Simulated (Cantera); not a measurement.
Feed: 1 mol c-C4F8, 0.039 mol F2, held at 2.50 Pa.

Equilibrium computed with Cantera from the NASA thermochemical tables; the gas is ideal and each condensed phase is pure. Candidate condensed phases: C; 13 gas species. The feed counts by its element totals alone. Gases not in the tables: C2F6 and larger saturated fluorocarbons. The numbers say what is thermodynamically allowed, not how fast it happens.

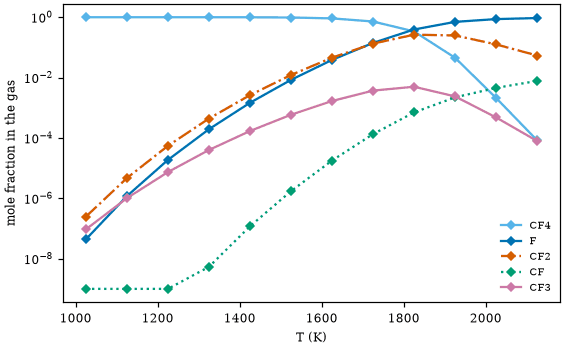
*Equilibrium gas composition (values under 1e-9 drawn at 1e-9)*

### Question
Read off the mole fractions at 1625 K.

### Answer
CF4 about 0.91, CF2 about 0.046, F about 0.038, CF3 about 0.0017, CF about 1.8e-5.
